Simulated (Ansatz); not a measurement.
K2TiFeC6N6, 64 atoms, a = 10.35 Å, b = 10.35 Å, c = 10.35 Å, α = 90.00°, β = 90.00°, γ = 90.00°.

Space group Fm-3m; a structure generated by program, which may or may not match a known phase; spin-polarised.

All numbers below come from DFT PBE, scalar-relativistic, plane waves, PAW (Ansatz).

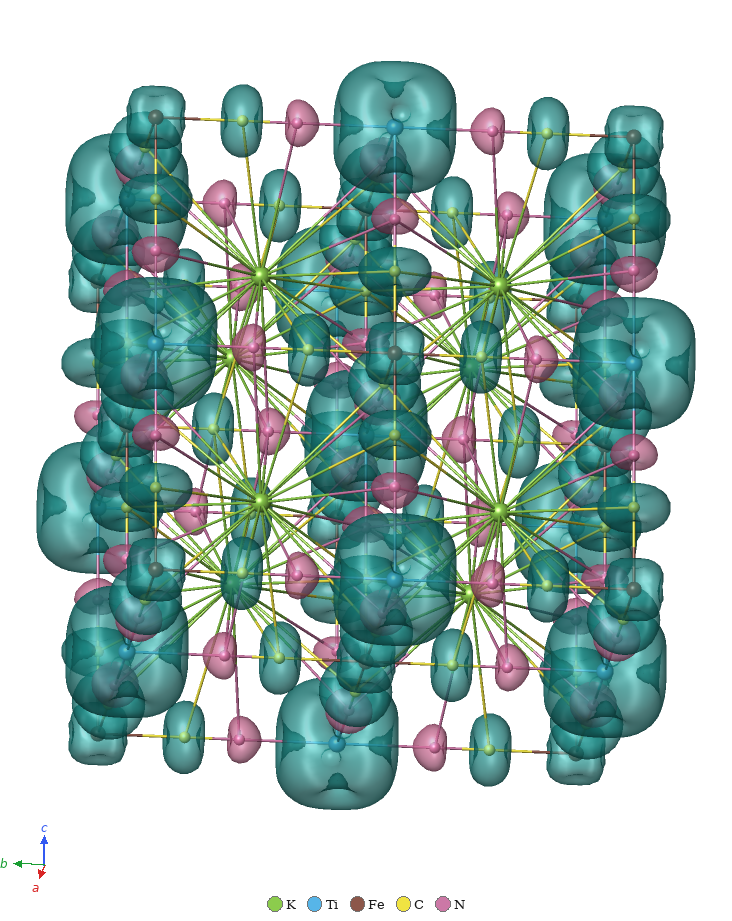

K2TiFeC6N6. Isosurfaces of the spin density (up minus down) at +0.02 (teal) and −0.02 e/Å³ (pink), seen at an oblique angle. Sticks mark near contacts.

### Where is the spin, and how is it ordered?

The spin density sits on Ti: +1.0 μB (×4) in one cell of 64 atoms, with smaller moments on other sites: Fe (up to +0.11 μB): parallel main moments (a ferromagnetic arrangement) in this solution. The cell of the calculation (16 atoms) carries 2.0 μB of net spin moment.
